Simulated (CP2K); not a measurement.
**AlH2SeF (SMILES [F][AlH][SeH]) at PM3**

What is the vertical electron affinity of AlH2SeF at PM3? 

The calculation is run with CP2K 2026.2.

4 further runs of the same task are left out: 1 that didn't finish, 3 set aside as unsound or not needed.

## 1. The molecule

The species is AlH2SeF (5 atoms), meant as a singlet with charge 0. As SMILES, `[F][AlH][SeH]`. The coordinates come from a PBE0-D4/def2-TZVP relaxation. This is one conformer, not always the lowest.

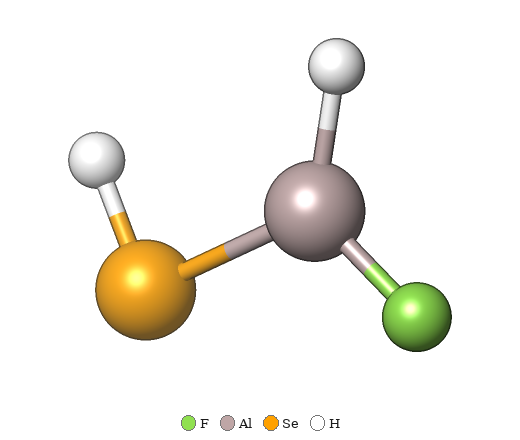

The structure, seen from a chosen angle (fluorine green, aluminium light grey, selenium orange, hydrogen white).

## 2. Energy and forces at PM3

Input file gas.inp:

```
&FORCE_EVAL
  METHOD QS
  &DFT
    ! Quickstep
    &QS
      METHOD PM3
      EPS_DEFAULT 1.0E-10
      &SE
        &COULOMB
          CUTOFF [angstrom] 50
          RC_RANGE [angstrom] 0
        &END COULOMB
        &EXCHANGE
          CUTOFF [angstrom] 50
          RC_RANGE [angstrom] 0
        &END EXCHANGE
      &END SE
    &END QS
    ! cluster boundary conditions
    &POISSON
      PERIODIC NONE
      POISSON_SOLVER ANALYTIC
    &END POISSON
    ! self-consistent field
    &SCF
      SCF_GUESS ATOMIC
      EPS_SCF 1.0E-07
      MAX_SCF 100
      ADDED_MOS 8
      &DIAGONALIZATION
        ALGORITHM STANDARD
      &END DIAGONALIZATION
      &MIXING
        METHOD DIRECT_P_MIXING
        ALPHA 0.4
      &END MIXING
    &END SCF
    &PRINT
      &MOMENTS
        PERIODIC F
        REFERENCE COM
        MAX_MOMENT 1
      &END MOMENTS
      &MO ON
        ENERGIES T
        OCCUPATION_NUMBERS T
        NDIGITS 6
        &EACH
          QS_SCF 0
        &END EACH
        ADD_LAST NUMERIC
      &END MO
      &HIRSHFELD OFF
      &END HIRSHFELD
    &END PRINT
  &END DFT
  &SUBSYS
    ! vacuum box
    &CELL
      ABC 10.3 11.3 11.1
      PERIODIC NONE
    &END CELL
    &COORD
      SCALED T
      F    0.38817961   0.44635398   0.63792793
      Al   0.46816990   0.46204425   0.51049550
      Se   0.56141262   0.64453097   0.47872072
      H    0.47663592   0.35546903   0.42007207
      H    0.61182039   0.60340708   0.36207207
    &END COORD
  &END SUBSYS
  ! extra output
  &PRINT
    &FORCES ON
    &END FORCES
  &END PRINT
&END FORCE_EVAL

&GLOBAL
  PROJECT gas
  RUN_TYPE ENERGY_FORCE
  PRINT_LEVEL MEDIUM
&END GLOBAL
```

Command:

```sh
$ OMP_NUM_THREADS=1 cp2k.psmp gas.inp > gas.out
```

The log of the run:

```text
CP2K| version string:                                       CP2K version 2026.2
[...]
 GLOBAL| Method name                                                        CP2K
[...]
 GLOBAL| Run type                                                   ENERGY_FORCE
[...]
 *** WARNING in qs_environment.F:2210 :: More added MOs requested than     ***
 *** available. The full set of unoccupied MOs will be used. Use           ***
 *** 'ADDED_MOS -1' to always use all available MOs and to get rid of this ***
[...]
                             - Atoms:                                          5
[...]
                             - Spherical basis functions:                     14
[...]
 Number of electrons:                                                         18
[...]
     1 P_Mix/Diag. 0.40E+00    0.0     0.77964552       -24.3798089275 -2.44E+01
[...]
    24 DIIS/Diag.  0.58E-07    0.0     0.00000005       -26.3329551474 -1.42E-14
  *** SCF run converged in    24 steps ***
  Core-core repulsion energy [eV]:                            527.17307896943885
  Core Hamiltonian energy [eV]:                             -1205.10540382895374
  Two-electron integral energy [eV]:                          -77.24765146515452
  Electronic energy [eV]:                                   -1243.72922956153116
  Total energy [eV]:                                         -716.55615059209208
  Atomic reference energy [eV]:                               714.44292917084840
  Heat of formation [kcal/mol]:                               -48.73204752501660
[...]
 SE_DIPOLE| Moment [Debye]         -0.40372213       0.96863519       1.43123668
 SE_DIPOLE| Derivative [a.u.]       0.00000000       0.00000000       0.00000000
 ENERGY| Total FORCE_EVAL ( QS ) energy [hartree]            -26.332955147352649
 FORCES| Atomic forces [hartree/bohr]
 FORCES|   Atom     x               y               z               |f|
 FORCES|      1 -3.83519895E-03 -3.08290432E-03  5.00813075E-03   7.02099876E-03
 FORCES|      2 -6.27034105E-03 -2.11875858E-02 -3.08544221E-03   2.23103322E-02
 FORCES|      3  1.08322834E-02  1.75488291E-02 -7.97518765E-03   2.21111597E-02
 FORCES|      4 -1.56643367E-04  5.05894093E-03  3.81979365E-03   6.34099708E-03
 FORCES|      5 -5.70100037E-04  1.66272012E-03  2.23270546E-03   2.84158863E-03
 FORCES| Sum    -3.46944695E-17  1.45716772E-16 -2.49800181E-16
 FORCES| Total atomic force                                       2.91268285E-16
[...]
```

Run time: 0.48 s. Hardware: 1 thread of Arm Neoverse N1, shared host; peak memory 0.14 GiB.

## 3. The doublet anion at the same level

Input file molecule.inp:

```
&GLOBAL
  PROJECT molecule
  RUN_TYPE ENERGY_FORCE
  PRINT_LEVEL MEDIUM
&END GLOBAL

&FORCE_EVAL
  METHOD QUICKSTEP
  &DFT
    CHARGE -1
    MULTIPLICITY 2
    UNRESTRICTED_KOHN_SHAM T
    &QS
      METHOD PM3
      EPS_DEFAULT 1.0E-10
      &SE
        &COULOMB
          CUTOFF [angstrom] 50
          RC_RANGE [angstrom] 0
        &END COULOMB
        &EXCHANGE
          CUTOFF [angstrom] 50
          RC_RANGE [angstrom] 0
        &END EXCHANGE
      &END SE
    &END QS
    &POISSON
      PERIODIC NONE
      POISSON_SOLVER ANALYTIC
    &END POISSON
    &SCF
      SCF_GUESS ATOMIC
      EPS_SCF 1.0E-07
      MAX_SCF 40
      &OT ON
        MINIMIZER CG
        PRECONDITIONER FULL_SINGLE_INVERSE
      &END OT
      &OUTER_SCF
        EPS_SCF 1.0E-07
        MAX_SCF 10
      &END OUTER_SCF
    &END SCF
    &PRINT
      &MOMENTS
        PERIODIC F
        REFERENCE COM
        MAX_MOMENT 1
      &END MOMENTS
      &MO_CUBES
        NLUMO 3
        NHOMO -1
        WRITE_CUBE F
      &END MO_CUBES
      &HIRSHFELD OFF
      &END HIRSHFELD
    &END PRINT
  &END DFT
  &SUBSYS
    &CELL
      ABC [angstrom] 10.3 11.3 11.1
      PERIODIC NONE
    &END CELL
    &COORD
      SCALED T
      F    0.38817961   0.44635398   0.63792793
      Al   0.46816990   0.46204425   0.51049550
      Se   0.56141262   0.64453097   0.47872072
      H    0.47663592   0.35546903   0.42007207
      H    0.61182039   0.60340708   0.36207207
    &END COORD
  &END SUBSYS
  &PRINT
    &FORCES ON
    &END FORCES
  &END PRINT
&END FORCE_EVAL
```

Command:

```sh
$ OMP_NUM_THREADS=1 cp2k.psmp -i molecule.inp > molecule.out 2>&1
```

The log of the run:

```text
CP2K| version string:                                       CP2K version 2026.2
[...]
 GLOBAL| Method name                                                        CP2K
[...]
 GLOBAL| Run type                                                   ENERGY_FORCE
[...]
                             - Atoms:                                          5
[...]
                             - Spherical basis functions:                     14
[...]
 Number of electrons:                                                         10
[...]
     1 OT CG       0.80E-01    0.0     0.12723620       -24.9676982422 -2.50E+01
[...]
    22 OT CG       0.79E+00    0.0     0.00000008       -26.4601512216 -1.50E-12
  *** SCF run converged in    22 steps ***
  Core-core repulsion energy [eV]:                            527.17307896943885
  Core Hamiltonian energy [eV]:                             -1236.40393646319535
  Two-electron integral energy [eV]:                          -21.57294859848204
  Electronic energy [eV]:                                   -1247.19041076243639
  Total energy [eV]:                                         -720.01733179299754
  Atomic reference energy [eV]:                               714.44292917084840
  Heat of formation [kcal/mol]:                              -128.54878848723146
[...]
 SE_DIPOLE| Moment [Debye]         -1.78548320      -2.67340941       1.46651118
 SE_DIPOLE| Derivative [a.u.]       0.00000000       0.00000000       0.00000000
 *** WARNING in qs_scf_post_se.F:140 :: Printing of MO cube files not ***
 *** implemented for Semi-Empirical method.                           ***
 ENERGY| Total FORCE_EVAL ( QS ) energy [hartree]            -26.460151221582880
 FORCES| Atomic forces [hartree/bohr]
 FORCES|   Atom     x               y               z               |f|
 FORCES|      1 -1.63246491E-02 -7.05514725E-03  2.55538909E-02   3.11331112E-02
 FORCES|      2 -5.16965990E-04 -2.05852321E-02 -1.34193378E-02   2.45783983E-02
 FORCES|      3  1.80736541E-02  3.15117135E-02 -1.17361129E-02   3.81756651E-02
 FORCES|      4  1.10341818E-04 -5.41384661E-03 -3.98581945E-03   6.72373908E-03
 FORCES|      5 -1.34238079E-03  1.54251246E-03  3.58737915E-03   4.12923965E-03
 FORCES| Sum    -2.56739074E-16  6.93889390E-18  5.55111512E-17
 FORCES| Total atomic force                                       2.62763370E-16
[...]
```

It took 2.1 s on 1 thread of Arm Neoverse N1, shared host; peak memory 0.14 GiB.

## 4. Outcome

At PM3:

```
                                                  quantity            value
                             singlet AlH2SeF: total energy     -26.33296 Eh
                            singlet AlH2SeF: dipole moment           1.77 D
                              singlet AlH2SeF: HOMO energy        -10.07 eV
                              singlet AlH2SeF: LUMO energy         -2.93 eV
                            singlet AlH2SeF: HOMO–LUMO gap          7.14 eV
singlet AlH2SeF: heat of formation at this unrelaxed shape   -48.7 kcal/mol
                 singlet AlH2SeF: largest force on an atom       1.147 eV/Å
                               doublet anion: total energy     -26.46015 Eh
  doublet anion: heat of formation at this unrelaxed shape  -128.5 kcal/mol
                   doublet anion: largest force on an atom       1.963 eV/Å
         vertical electron affinity (to the doublet anion)         3.461 eV
```

What this shows: At fixed nuclei the extra electron is bound by 3.46 eV (80 kcal/mol). The largest force (singlet AlH2SeF) is 1.15 eV/Å: the shape isn't a stationary point for this species at this level. A minimal valence basis can't be trusted even for the sign of an electron affinity.
